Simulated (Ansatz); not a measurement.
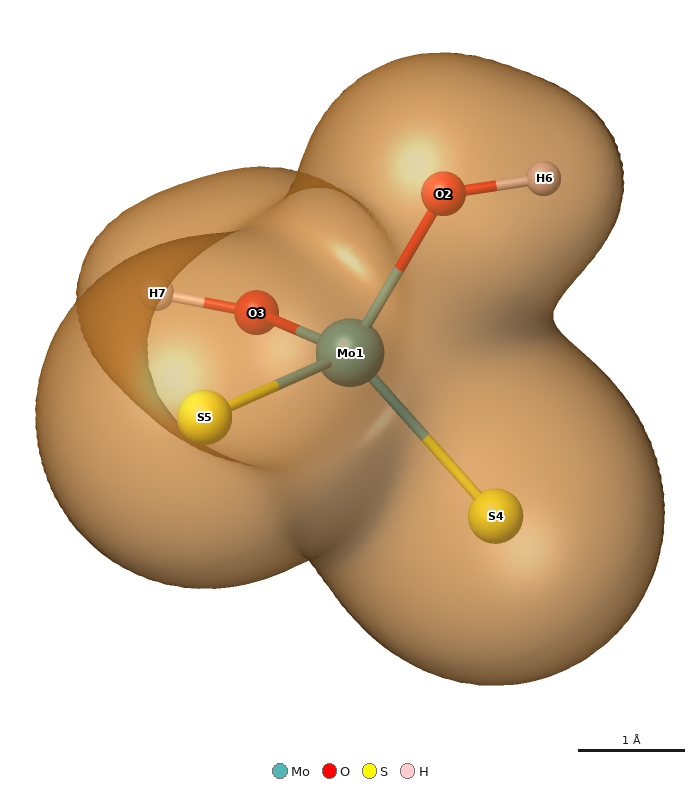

*H$_{2}$MoO$_{2}$S$_{2}$ (SMILES [OH][Mo]([OH])(=[S])=[S]). Isosurface of the electron density at 0.05 e/Å³ (orange), seen at a tilt.*

Geometry: PBE0-D4/def2-SVP; core potentials replace the inner electrons of Mo.

All numbers below come from isolated molecule in a Gaussian basis; Kohn-Sham density functional theory, functional PBE0 in Ansatz.

Input

```
crystal:
  periodic: [false, false, false]
  atoms:
    - {symbol: Mo, position_ang: [-0.698647, 0.685502, -0.126327]}
    - {symbol: O, position_ang: [-0.208569, -0.649290, -1.317072]}
    - {symbol: O, position_ang: [-0.477120, 2.355679, -0.901668]}
    - {symbol: S, position_ang: [-2.722116, 0.463969, 0.411222]}
    - {symbol: S, position_ang: [0.508929, 0.522488, 1.590543]}
    - {symbol: H, position_ang: [-0.846486, -1.158761, -1.833055]}
    - {symbol: H, position_ang: [0.284458, 2.923425, -0.727314]}
basis:
  gaussian: {orbitals: def2-TZVPD}
hamiltonian: {xc: pbe0}
output: {forces: true, orbitals: {seedname: orbitals}}
```

Command:

```sh
ansatz run input.yaml --threads 2 --pin off --max-ram 5220MiB --events-out events.jsonl --progress --plain --runs-dir runs
```

Which contacts does the surface bridge?

At this value the surface is in one piece. It bridges the sampled Mo–O (1.85 Å), Mo–S (2.11 Å) and O–H (0.97 Å) contacts, where the density stays above the isovalue. On the grid the lowest density along these lines, outside the cores, is 1.2 e/Å³ (Mo–O, 1.85 Å), 1.1 e/Å³ (Mo–S, 2.11 Å) and 2.3 e/Å³ (O–H, 0.97 Å).
